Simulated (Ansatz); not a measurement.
# C4H4O (furan) at PBE0/def2-SVP

Aim: the electronic atomisation energy of C4H4O (furan) at PBE0/def2-SVP, from 4 runs. 

Program for the calculation: Ansatz 0.2.0.

40 further runs of the same task are left out: 40 set aside as unsound or not needed.

## 1. The system as given

C4H4O: 9 atoms, total charge 0, spin state singlet. SMILES: `c1ccoc1`. The shape is that of a PBE0-D4/def2-TZVP optimisation.

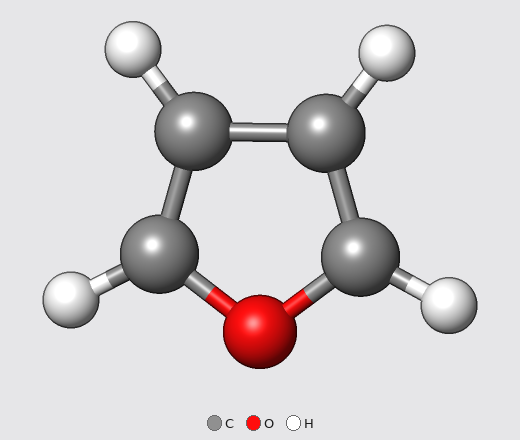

Viewed from a chosen angle; carbon grey, oxygen red, hydrogen white.

## 2. The energy at PBE0/def2-SVP

The input, run.yaml:

```yaml
crystal:
  periodic: [false, false, false]
  atoms:
    - {symbol: C, position_ang: [0.281100, 0.977400, -0.084000]}
    - {symbol: C, position_ang: [0.817600, -0.248800, -0.579600]}
    - {symbol: C, position_ang: [-0.000500, -1.224800, -0.122600]}
    - {symbol: O, position_ang: [-1.001000, -0.697400, 0.616400]}
    - {symbol: C, position_ang: [-0.817300, 0.641100, 0.630900]}
    - {symbol: H, position_ang: [0.663600, 1.973100, -0.240900]}
    - {symbol: H, position_ang: [1.694300, -0.382300, -1.192800]}
    - {symbol: H, position_ang: [-0.006600, -2.296600, -0.230700]}
    - {symbol: H, position_ang: [-1.542600, 1.212000, 1.186300]}
basis:
  gaussian:
    orbitals: def2-SVP
hamiltonian:
  xc: {name: PBE0}
accuracy: high
output:
  orbitals: {seedname: orbitals}
```

The run is started by

```bash
$ ansatz run run.yaml --threads 1 --pin off --max-ram 3480MiB --events-out events.jsonl --progress --plain --runs-dir runs
```

Log:

```text
Warning: RAYON_NUM_THREADS=1 ignored (pool sized by the plan → 1); use --threads N
Functional definition: PBE0
  name "PBE0"
  parameter a = 0.25
  parameter kappa = 0.804
  parameter beta = 0.06672455060314922
  exchange = (1 - a)*pbe_x(kappa = kappa, mu = beta*pi^2/3) + a*exact_x
  correlation = pbe_c(beta = beta)
2169 factors; integrals over basis functions are off by at most 3.3e-9 eV
mean field evaluation 1: about -6242.8744 eV, gradient 4.1e1 eV
mean field evaluation 2: about -6242.0958 eV, gradient 4.5e1 eV
mean field evaluation 4: about -6247.2353 eV, gradient 3.3e0 eV
mean field evaluation 8: about -6247.5375 eV, gradient 1.8e-1 eV
mean field evaluation 16: about -6247.5376 eV, gradient 2.9e-5 eV
mean field -6247.53756132 eV, -229.5927706455 hartree, gradient 4.2e-8 eV, S^2 0.000000; 0 other end points of the search recorded, 0 dependent functions left out
reference -6247.53756344 eV, -229.5927707235 hartree; 18, 18 occupied and 72, 72 virtual orbitals, 2169 factors
Total energy: -6247.53756344 eV, -229.5927707235 hartree
```

It took 7.8 s on 1 thread of Arm Neoverse V2, shared host; peak memory 0.3 GiB.

## 3. The C atom, same level

The input, in.yaml:

```yaml
crystal:
  periodic: [false, false, false]
  atoms:
    - {symbol: C, position_ang: [0.000000, 0.000000, 0.000000]}
basis:
  gaussian:
    orbitals: def2-SVP
magnetization:
  spin_polarized: true
  initial_magnetization: 2
hamiltonian:
  xc: pbe0
accuracy: high
```

The run is started by

```bash
$ ansatz run in.yaml --threads 1 --pin off --max-ram 3480MiB --events-out events.jsonl --progress --plain --runs-dir runs
```

Log:

```text
Warning: RAYON_NUM_THREADS=1 ignored (pool sized by the plan → 1); use --threads N
Functional definition: PBE0
  name "PBE0"
  parameter a = 0.25
  parameter kappa = 0.804
  parameter beta = 0.06672455060314922
  exchange = (1 - a)*pbe_x(kappa = kappa, mu = beta*pi^2/3) + a*exact_x
  correlation = pbe_c(beta = beta)
95 factors; integrals over basis functions are off by at most 1.9e-9 eV
mean field evaluation 1: about -1027.4469 eV, gradient 3.5e0 eV
mean field evaluation 2: about -1027.5152 eV, gradient 8.1e-1 eV
mean field evaluation 4: about -1027.5196 eV, gradient 2.5e-1 eV
mean field evaluation 8: about -1027.5200 eV, gradient 2.8e-5 eV
mean field -1027.52000482 eV, -37.7606636989 hartree, gradient 3.8e-8 eV, S^2 2.002432; 0 other end points of the search recorded, 0 dependent functions left out
reference -1027.52000597 eV, -37.7606637411 hartree; 4, 2 occupied and 10, 12 virtual orbitals, 95 factors
Total energy: -1027.52000597 eV, -37.7606637411 hartree
```

It took 0.24 s on 1 thread of Arm Neoverse V2, shared host.

## 4. The H atom at the same level

The input, in.yaml:

```yaml
crystal:
  periodic: [false, false, false]
  atoms:
    - {symbol: H, position_ang: [0.000000, 0.000000, 0.000000]}
basis:
  gaussian:
    orbitals: def2-SVP
magnetization:
  spin_polarized: true
  initial_magnetization: 1
hamiltonian:
  xc: pbe0
accuracy: high
```

Run the same way, it converges to -0.50029 Eh (log not shown).

## 5. The O atom at the same level

The input, run.yaml:

```yaml
crystal:
  periodic: [false, false, false]
  atoms:
    - {symbol: O, position_ang: [0.000000, 0.000000, 0.000000]}
basis:
  gaussian:
    orbitals: def2-SVP
magnetization:
  spin_polarized: true
  initial_magnetization: 2
hamiltonian:
  xc: {name: PBE0}
accuracy: high
```

The run is started by

```bash
$ ansatz run run.yaml --threads 1 --pin off --max-ram 3480MiB --events-out events.jsonl --progress --plain --runs-dir runs
```

Log:

```text
Warning: RAYON_NUM_THREADS=1 ignored (pool sized by the plan → 1); use --threads N
Functional definition: PBE0
  name "PBE0"
  parameter a = 0.25
  parameter kappa = 0.804
  parameter beta = 0.06672455060314922
  exchange = (1 - a)*pbe_x(kappa = kappa, mu = beta*pi^2/3) + a*exact_x
  correlation = pbe_c(beta = beta)
95 factors; integrals over basis functions are off by at most 1.3e-9 eV
mean field evaluation 1: about -2038.7119 eV, gradient 5.3e0 eV
mean field evaluation 2: about -2038.7897 eV, gradient 2.3e0 eV
mean field evaluation 4: about -2038.8102 eV, gradient 2.6e-2 eV
mean field evaluation 8: about -2038.8103 eV, gradient 1.8e-4 eV
mean field -2038.81032173 eV, -74.9248973681 hartree, gradient 8.5e-8 eV, S^2 2.002310; 0 other end points of the search recorded, 0 dependent functions left out
reference -2038.81032220 eV, -74.9248973857 hartree; 5, 3 occupied and 9, 11 virtual orbitals, 95 factors
Total energy: -2038.81032220 eV, -74.9248973857 hartree
```

Wall time 0.24 s (1 thread of Arm Neoverse V2, shared host).

## 6. Summary of results

At PBE0/def2-SVP:

```
                     quantity          value
       molecule: total energy  -229.59277 Eh
        molecule: HOMO energy       -6.66 eV
        molecule: LUMO energy        0.49 eV
      molecule: HOMO–LUMO gap        7.15 eV
         C atom: total energy   -37.76066 Eh
                 C atom: ⟨S²⟩          2.002
         H atom: total energy    -0.50029 Eh
                 H atom: ⟨S²⟩          0.750
         O atom: total energy   -74.92490 Eh
                 O atom: ⟨S²⟩          2.002
electronic atomisation energy      44.193 eV
```

Taking the molecule apart into free atoms costs 44.19 eV (1019 kcal/mol), before zero-point energy and without spin-orbit coupling.
